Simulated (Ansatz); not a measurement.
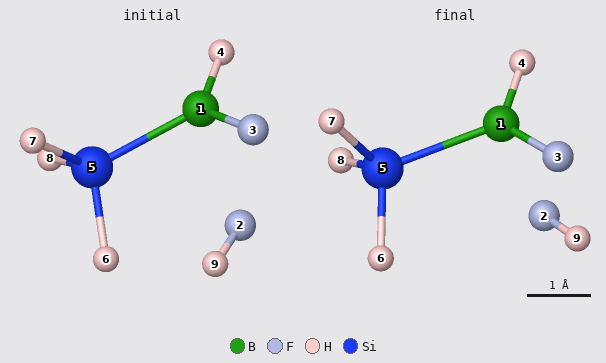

The structure of BSiH$_{5}$F$_{2}$ before (left) and after (right) a relaxation, at one scale.

The picture is a ball-and-stick view, seen at a tilt.

The run prepares an end point of a later path (reaction) calculation, from a guessed geometry.

The calculation used Ansatz, RKS PBE0-D4/6-31G*. (no spin polarisation; force threshold 0.03 eV/Å; at most 50 steps)

Summarise the run.

Answer. H9 moves most after the best rigid fit: 1.04 Å. By element the largest moves are H 1.04 Å, F 0.49 Å, B 0.26 Å, Si 0.21 Å. Some distances before and after: B1–Si5 1.979 → 2.032 Å, B1–F3 1.329 → 1.347 Å, Si5–H6 1.505 → 1.494 Å, F2–H9 0.931 → 0.938 Å. Bond angles that change, for instance: B1–Si5–H6 109.1° → 111.5°, B1–Si5–H7 112.9° → 110.6°. After 13 accepted moves (15 points after the start) the energy has fallen by 0.099 eV. The largest force component goes from 0.85 to 0.0039 eV/Å. The line search rejected the trial steps at points 9, 11 of the run. The forces were under the threshold at step 12, but the run went on from there.
